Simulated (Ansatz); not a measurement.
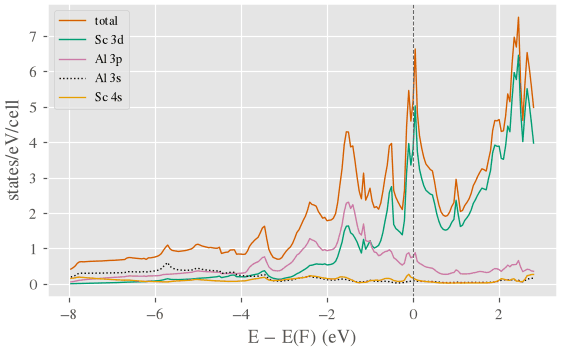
Total and projected density of states of ScAl in space group Cmcm (No. 63; Sc on 4c, Al on 4c), the program Ansatz at the LDA level (PAW)

Task: Which orbitals carry the states next to the Fermi level?

Result: Within 0.5 eV of the Fermi level: Sc 3d 74 %, Al 3p 17 %. Projections are on Löwdin-orthogonalised atomic valence shells; empty p or d shells of many metals are not among them.

The first step of the workflow began from a Materials Project structure, measured or hypothetical; the Crystallography Open Database copy checked does not list it. Its standing as an ambient phase is unchecked. The cell was relaxed with LDA under the symmetry of its start; whether a distortion lowers the energy is not shown. The run is not spin-polarised.

Potentials: the later of the program's two PAW sets.
